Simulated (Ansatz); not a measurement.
**Nudged elastic band, with input and output: AlN2H6Cl (part 1 of 2)**

The run: nudged elastic band of AlN2H6Cl. Method and program: RKS B3LYP-D4/6-31G* (Ansatz 0.2.0).

The run did not end well. One setting was made poor on purpose. It belongs to a series of runs on one base structure; here: band between the two ends.

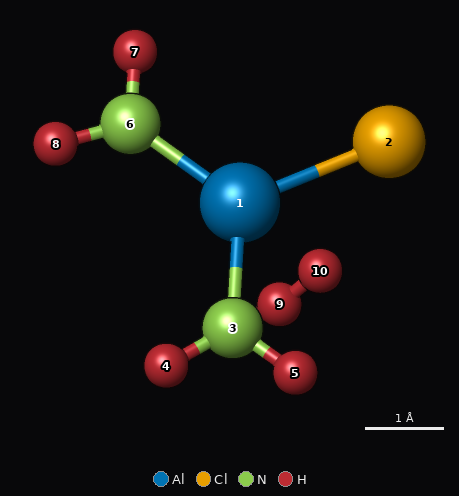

The starting structure (ball-and-stick view, seen at a tilt; atoms are numbered from 1 in the order of the input). Sticks mark near contacts. Bond lengths as drawn: Al–Cl 2.12 Å, Al–N 1.77 Å, H–H 0.74 Å and H–N 1.01 Å.

What the run reported

- outcome: not converged
- barrier, forward (band not converged): 1.986 eV
- barrier, backward: 0.485 eV
- hardware: 1 thread of Arm Neoverse V2, 24 GiB of memory available, shared host
- wall time: 15 min
- peak memory: 0.19 GiB

What went wrong

The run did not converge: “NEB band did not converge after 41 iterations: max|band force component| = 4.28e-1 eV/Å (threshold 3.0e-2); raise `neb.max_iterations` in a new run, which can start from the last band evaluated (`neb.initial_path`, with `crystal.atoms` and `neb.final_atoms` set to its first and last images), add images, or start from endpoints closer to local minima …” Its last values are not results. A deliberately poor setting: step length.

Input
```yaml
crystal:
  periodic: [false, false, false]
  atoms:
    - { symbol: Al, position_ang: [0.00688, -0.33624, -0.08894] }
    - { symbol: Cl, position_ang: [0.003157, -0.60113, 2.014166] }
    - { symbol: "N", position_ang: [1.569372, -0.179457, -0.904888] }
    - { symbol: H, position_ang: [1.70237, -0.046623, -1.898698] }
    - { symbol: H, position_ang: [2.459052, -0.199051, -0.424161] }
    - { symbol: "N", position_ang: [-1.553394, -0.312551, -0.924] }
    - { symbol: H, position_ang: [-2.443144, -0.413662, -0.453524] }
    - { symbol: H, position_ang: [-1.685769, -0.195315, -1.919995] }
    - { symbol: H, position_ang: [0.055998, 3.047956, 1.000058] }
    - { symbol: H, position_ang: [0.039879, 2.501172, 1.504981] }
basis:
  gaussian: { orbitals: "6-31G*" }
hamiltonian:
  xc: b3lyp
  dispersion: d4
neb:
  order_check: false
  images: 7
  f_tol: 0.03
  max_iterations: 41
  max_displacement: 0.5
  optimiser: fire
  final_atoms:
    - { symbol: Al, position_ang: [0.00264862, 0.44870812, -0.5863823] }
    - { symbol: Cl, position_ang: [0.05561775, 1.28718242, 3.65413548] }
    - { symbol: "N", position_ang: [1.57316957, -0.10968067, -1.19985688] }
    - { symbol: H, position_ang: [1.7221077, -0.77247165, -1.94971417] }
    - { symbol: H, position_ang: [2.46079995, 0.19321329, -0.81912317] }
    - { symbol: "N", position_ang: [-1.54959491, -0.09979747, -1.25316427] }
    - { symbol: H, position_ang: [-1.67666424, -0.76270578, -2.00670625] }
    - { symbol: H, position_ang: [-2.44744224, 0.21131199, -0.90471897] }
    - { symbol: H, position_ang: [-0.01431324, 1.48991626, 0.61627913] }
    - { symbol: H, position_ang: [0.02807203, 1.37942249, 2.35425038] }
  initial_path:
    images:
      - { positions_ang: [[0.00688, -0.33624, -0.08894], [0.003157, -0.60113, 2.014166], [1.569372, -0.179457, -0.904888], [1.70237, -0.046623, -1.898698], [2.459052, -0.199051, -0.424161], [-1.553394, -0.312551, -0.924], [-2.443144, -0.413662, -0.453524], [-1.685769, -0.195315, -1.919995], [0.055998, 3.047956, 1.000058], [0.039879, 2.501172, 1.504981]] }
      - { positions_ang: [[0.00456393, -0.24893909, -0.06201183], [-0.00386459, -0.40950638, 2.15916673], [1.59418868, -0.14601853, -0.90987689], [1.81074309, -0.2793231, -1.7034906], [2.37529152, 0.06411879, -0.63131402], [-1.57920288, -0.24485929, -0.93154625], [-2.41429563, -0.52278285, -0.54350511], [-1.73903694, 0.03760171, -1.84801518], [0.06171859, 2.73784952, 0.87525295], [0.04429522, 2.27695823, 1.50033921]] }
      - { positions_ang: [[0.00224787, -0.16163818, -0.03508366], [-0.01088619, -0.21788277, 2.30416745], [1.61900537, -0.11258006, -0.91486579], [1.91911618, -0.51202321, -1.50828321], [2.29153105, 0.32728858, -0.83846704], [-1.60501176, -0.17716757, -0.9390925], [-2.38544727, -0.6319037, -0.63348622], [-1.79230488, 0.27051841, -1.77603537], [0.06743919, 2.42774304, 0.75044791], [0.04871144, 2.05274446, 1.49569743]] }
      - { positions_ang: [[-6.82e-05, -0.07433727, -0.00815549], [-0.01790778, -0.02625915, 2.44916818], [1.64382205, -0.07914159, -0.91985468], [2.02748927, -0.74472331, -1.31307581], [2.20777057, 0.59045837, -1.04562007], [-1.63082063, -0.10947586, -0.94663875], [-2.3565989, -0.74102456, -0.72346733], [-1.84557282, 0.50343512, -1.70405555], [0.07315978, 2.11763656, 0.62564286], [0.05312766, 1.82853069, 1.49105564]] }
      - { positions_ang: [[-0.00238427, 0.01296365, 0.01877268], [-0.02492938, 0.16536446, 2.5941689], [1.66863873, -0.04570312, -0.92484358], [2.13586236, -0.97742342, -1.11786842], [2.1240101, 0.85362817, -1.25277309], [-1.65662951, -0.04178415, -0.954185], [-2.32775053, -0.85014541, -0.81344843], [-1.89884076, 0.73635182, -1.63207574], [0.07888038, 1.80753008, 0.50083781], [0.05754389, 1.60431692, 1.48641386]] }
      - { positions_ang: [[-0.00112605, 0.12189976, -0.13251606], [-0.0047926, 0.44581895, 2.85916055], [1.64477144, -0.06169751, -0.9935969], [2.03242369, -0.92618547, -1.32582986], [2.20820756, 0.68852445, -1.14436061], [-1.62987086, -0.05628748, -1.02892982], [-2.16497896, -0.8282855, -1.11176289], [-2.03599113, 0.60509187, -1.45023654], [0.05558197, 1.72812662, 0.52969814], [0.05017592, 1.54809331, 1.70337299]] }
      - { positions_ang: [[0.00013218, 0.23083588, -0.28380481], [0.01534419, 0.72627344, 3.12415219], [1.62090415, -0.0776919, -1.06235023], [1.92898503, -0.87494753, -1.53379129], [2.29240502, 0.52342073, -1.03594813], [-1.60311221, -0.07079081, -1.10367464], [-2.00220739, -0.80642559, -1.41007734], [-2.1731415, 0.47383191, -1.26839735], [0.03228357, 1.64872317, 0.55855847], [0.04280796, 1.4918697, 1.92033212]] }
      - { positions_ang: [[0.0013904, 0.339772, -0.43509355], [0.03548097, 1.00672793, 3.38914384], [1.59703686, -0.09368628, -1.13110355], [1.82554637, -0.82370959, -1.74175273], [2.37660249, 0.35831701, -0.92753565], [-1.57635356, -0.08529414, -1.17841945], [-1.83943582, -0.78456568, -1.70839179], [-2.31029187, 0.34257195, -1.08655816], [0.00898516, 1.56931972, 0.5874188], [0.03544, 1.4356461, 2.13729125]] }
      - { positions_ang: [[0.00264862, 0.44870812, -0.5863823], [0.05561775, 1.28718242, 3.65413548], [1.57316957, -0.10968067, -1.19985688], [1.7221077, -0.77247165, -1.94971417], [2.46079995, 0.19321329, -0.81912317], [-1.54959491, -0.09979747, -1.25316427], [-1.67666424, -0.76270578, -2.00670625], [-2.44744224, 0.21131199, -0.90471897], [-0.01431324, 1.48991626, 0.61627913], [0.02807203, 1.37942249, 2.35425038]] }
```

Launched with:
```bash
ansatz run input.yaml --threads 1 --pin off --max-ram 2048MiB --backend cpu --events-out ev --progress --plain --runs-dir out
```

Log
```
Engine: ansatz 0.2.0, aarch64-unknown-linux-gnu
Functional definition: B3LYP
  parameter a0 = 0.2
  parameter ax = 0.72
  parameter ac = 0.81
  exchange = (1 - a0 - ax)*slater_x + ax*b88_x + a0*exact_x
  correlation = (1 - ac)*vwn_rpa_c + ac*lyp_c
885 factors; integrals over basis functions are off by at most 4.5e-4 eV
mean field evaluation 1: about -22187.5975 eV, gradient 8.1e1 eV
mean field evaluation 2: about -22168.8555 eV, gradient 1.2e2 eV
mean field evaluation 4: about -22200.5650 eV, gradient 3.7e0 eV
mean field evaluation 8: about -22200.6070 eV, gradient 1.3e-1 eV
mean field evaluation 16: about -22200.6070 eV, gradient 7.4e-6 eV
mean field -22200.60702957 eV, -815.8572602246 hartree, gradient 7.4e-6 eV, S^2 0.000000; 0 other end points of the search recorded, 0 dependent functions left out
the calculation of the forces begins
reference -22200.60728952 eV, -815.8572697778 hartree; 25, 25 occupied and 55, 55 virtual orbitals, 885 factors
884 factors; integrals over basis functions are off by at most 7.7e-4 eV
mean field evaluation 32: about -22199.1657 eV, gradient 1.0e-5 eV
mean field -22199.16567327 eV, -815.8042913579 hartree, gradient 1.0e-5 eV, S^2 0.000000; 0 other end points of the search recorded, 0 dependent functions left out
[... from here on the field's lines of each further geometry are left out, up to the last ...]
NEB iter   1: max|band force component| = 2.350e1 eV/Å  barrier→ = 5.1202 eV  barrier← = 3.6187 eV  Δτ_max = 0.4116 Å  (230 SCF iters)
NEB iter   2: max|band force component| = 2.493e1 eV/Å  barrier→ = 6.8801 eV  barrier← = 5.3786 eV  Δτ_max = 0.1015 Å  (222 SCF iters)
NEB iter   3: max|band force component| = 1.351e1 eV/Å  barrier→ = 3.6968 eV  barrier← = 2.1954 eV  Δτ_max = 0.1561 Å  (202 SCF iters)
NEB iter   4: max|band force component| = 4.104e0 eV/Å  barrier→ = 2.6716 eV  barrier← = 1.1701 eV  Δτ_max = 0.1698 Å  (199 SCF iters)
NEB iter   5: max|band force component| = 5.843e0 eV/Å  barrier→ = 2.5686 eV  barrier← = 1.0672 eV  Δτ_max = 0.0063 Å  (196 SCF iters)
NEB iter   6: max|band force component| = 5.181e0 eV/Å  barrier→ = 2.5591 eV  barrier← = 1.0576 eV  Δτ_max = 0.0119 Å  (166 SCF iters)
NEB iter   7: max|band force component| = 4.300e0 eV/Å  barrier→ = 2.5417 eV  barrier← = 1.0402 eV  Δτ_max = 0.0160 Å  (180 SCF iters)
NEB iter   8: max|band force component| = 3.970e0 eV/Å  barrier→ = 2.5192 eV  barrier← = 1.0178 eV  Δτ_max = 0.0184 Å  (187 SCF iters)
NEB iter   9: max|band force component| = 3.524e0 eV/Å  barrier→ = 2.4945 eV  barrier← = 0.9930 eV  Δτ_max = 0.0215 Å  (193 SCF iters)
NEB iter  10: max|band force component| = 2.952e0 eV/Å  barrier→ = 2.4690 eV  barrier← = 0.9675 eV  Δτ_max = 0.0251 Å  (189 SCF iters)
NEB iter  11: max|band force component| = 2.268e0 eV/Å  barrier→ = 2.4430 eV  barrier← = 0.9416 eV  Δτ_max = 0.0024 Å  (194 SCF iters)
NEB iter  12: max|band force component| = 2.229e0 eV/Å  barrier→ = 2.4391 eV  barrier← = 0.9377 eV  Δτ_max = 0.0048 Å  (146 SCF iters)
NEB iter  13: max|band force component| = 2.150e0 eV/Å  barrier→ = 2.4315 eV  barrier← = 0.9300 eV  Δτ_max = 0.0071 Å  (160 SCF iters)
NEB iter  14: max|band force component| = 2.029e0 eV/Å  barrier→ = 2.4205 eV  barrier← = 0.9190 eV  Δτ_max = 0.0093 Å  (165 SCF iters)
NEB iter  15: max|band force component| = 1.861e0 eV/Å  barrier→ = 2.4065 eV  barrier← = 0.9050 eV  Δτ_max = 0.0114 Å  (171 SCF iters)
NEB iter  16: max|band force component| = 1.642e0 eV/Å  barrier→ = 2.3899 eV  barrier← = 0.8885 eV  Δτ_max = 0.0132 Å  (173 SCF iters)
NEB iter  17: max|band force component| = 1.370e0 eV/Å  barrier→ = 2.3712 eV  barrier← = 0.8697 eV  Δτ_max = 0.0162 Å  (174 SCF iters)
NEB iter  18: max|band force component| = 1.008e0 eV/Å  barrier→ = 2.3484 eV  barrier← = 0.8469 eV  Δτ_max = 0.0189 Å  (174 SCF iters)
NEB iter  19: max|band force component| = 9.700e-1 eV/Å  barrier→ = 2.3216 eV  barrier← = 0.8201 eV  Δτ_max = 0.0207 Å  (178 SCF iters)
NEB iter  20: max|band force component| = 8.806e-1 eV/Å  barrier→ = 2.2914 eV  barrier← = 0.7900 eV  Δτ_max = 0.0209 Å  (175 SCF iters)
NEB iter  21: max|band force component| = 7.983e-1 eV/Å  barrier→ = 2.2593 eV  barrier← = 0.7578 eV  Δτ_max = 0.0195 Å  (176 SCF iters)
NEB iter  22: max|band force component| = 1.198e0 eV/Å  barrier→ = 2.2271 eV  barrier← = 0.7256 eV  Δτ_max = 0.0231 Å  (194 SCF iters)
NEB iter  23: max|band force component| = 1.474e0 eV/Å  barrier→ = 2.1966 eV  barrier← = 0.6952 eV  Δτ_max = 0.0263 Å  (197 SCF iters)
NEB iter  24: max|band force component| = 1.291e0 eV/Å  barrier→ = 2.1679 eV  barrier← = 0.6664 eV  Δτ_max = 0.0051 Å  (192 SCF iters)
NEB iter  25: max|band force component| = 1.064e0 eV/Å  barrier→ = 2.1634 eV  barrier← = 0.6619 eV  Δτ_max = 0.0094 Å  (153 SCF iters)
NEB iter  26: max|band force component| = 6.686e-1 eV/Å  barrier→ = 2.1555 eV  barrier← = 0.6540 eV  Δτ_max = 0.0120 Å  (163 SCF iters)
NEB iter  27: max|band force component| = 5.205e-1 eV/Å  barrier→ = 2.1455 eV  barrier← = 0.6440 eV  CI = image 5  Δτ_max = 0.0020 Å  (166 SCF iters)
NEB iter  28: max|band force component| = 5.073e-1 eV/Å  barrier→ = 2.1434 eV  barrier← = 0.6420 eV  CI = image 5  Δτ_max = 0.0040 Å  (143 SCF iters)
NEB iter  29: max|band force component| = 4.821e-1 eV/Å  barrier→ = 2.1396 eV  barrier← = 0.6381 eV  CI = image 5  Δτ_max = 0.0060 Å  (149 SCF iters)
NEB iter  30: max|band force component| = 4.478e-1 eV/Å  barrier→ = 2.1343 eV  barrier← = 0.6328 eV  CI = image 5  Δτ_max = 0.0078 Å  (155 SCF iters)
NEB iter  31: max|band force component| = 4.091e-1 eV/Å  barrier→ = 2.1277 eV  barrier← = 0.6263 eV  CI = image 5  Δτ_max = 0.0095 Å  (158 SCF iters)
NEB iter  32: max|band force component| = 3.783e-1 eV/Å  barrier→ = 2.1203 eV  barrier← = 0.6188 eV  CI = image 5  Δτ_max = 0.0110 Å  (157 SCF iters)
NEB iter  33: max|band force component| = 4.306e-1 eV/Å  barrier→ = 2.1120 eV  barrier← = 0.6105 eV  CI = image 5  Δτ_max = 0.0139 Å  (160 SCF iters)
NEB iter  34: max|band force component| = 4.640e-1 eV/Å  barrier→ = 2.1019 eV  barrier← = 0.6005 eV  CI = image 5  Δτ_max = 0.0181 Å  (161 SCF iters)
NEB iter  35: max|band force component| = 4.685e-1 eV/Å  barrier→ = 2.0898 eV  barrier← = 0.5883 eV  CI = image 5  Δτ_max = 0.0233 Å  (169 SCF iters)
NEB iter  36: max|band force component| = 4.387e-1 eV/Å  barrier→ = 2.0755 eV  barrier← = 0.5741 eV  CI = image 5  Δτ_max = 0.0299 Å  (171 SCF iters)
NEB iter  37: max|band force component| = 3.780e-1 eV/Å  barrier→ = 2.0596 eV  barrier← = 0.5581 eV  CI = image 5  Δτ_max = 0.0374 Å  (173 SCF iters)
NEB iter  38: max|band force component| = 3.457e-1 eV/Å  barrier→ = 2.0424 eV  barrier← = 0.5410 eV  CI = image 5  Δτ_max = 0.0460 Å  (184 SCF iters)
NEB iter  39: max|band force component| = 3.284e-1 eV/Å  barrier→ = 2.0241 eV  barrier← = 0.5226 eV  CI = image 5  Δτ_max = 0.0559 Å  (188 SCF iters)
NEB iter  40: max|band force component| = 3.411e-1 eV/Å  barrier→ = 2.0049 eV  barrier← = 0.5034 eV  CI = image 5  Δτ_max = 0.0679 Å  (183 SCF iters)
the calculation of the forces begins
reference -22198.91603476 eV, -815.7951173118 hartree; 25, 25 occupied and 55, 55 virtual orbitals, 885 factors
these checks for a lower state are left out or cut short: starts, cluster_reference, orbital_swaps, neighbouring_geometries, increment
885 factors; integrals over basis functions are off by at most 7.3e-4 eV
mean field -22199.10323267 eV, -815.8019967080 hartree, gradient 8.7e-5 eV, S^2 0.000000; 0 other end points of the search recorded, 0 dependent functions left out
the calculation of the forces begins
reference -22199.10350641 eV, -815.8020067677 hartree; 25, 25 occupied and 55, 55 virtual orbitals, 885 factors
NEB iter  41: max|band force component| = 4.279e-1 eV/Å  barrier→ = 1.9861 eV  barrier← = 0.4847 eV  CI = image 5  Δτ_max = 0.0820 Å  (190 SCF iters)
```

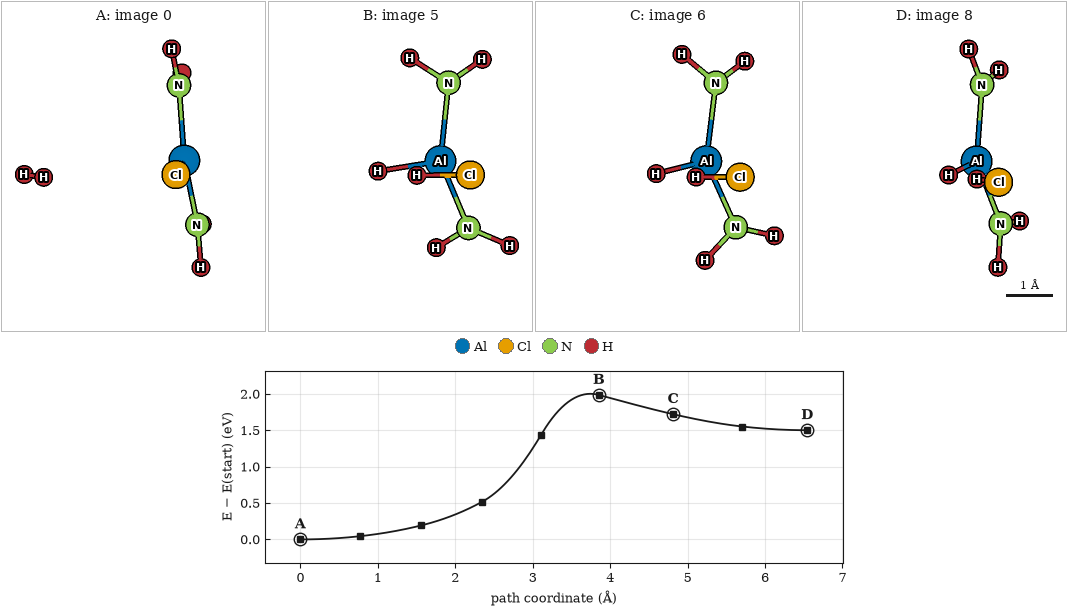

Images of the last band (counted from 0; ball-and-stick, seen at an oblique angle) above the energy along the path; the line is a cubic interpolation that uses the forces. The highest image is number 5, 1.986 eV above the start and 0.485 eV above the end (the climbing image); the end lies 1.501 eV above the start. The path is 6.54 Å long. The band had not converged after 41 iterations.
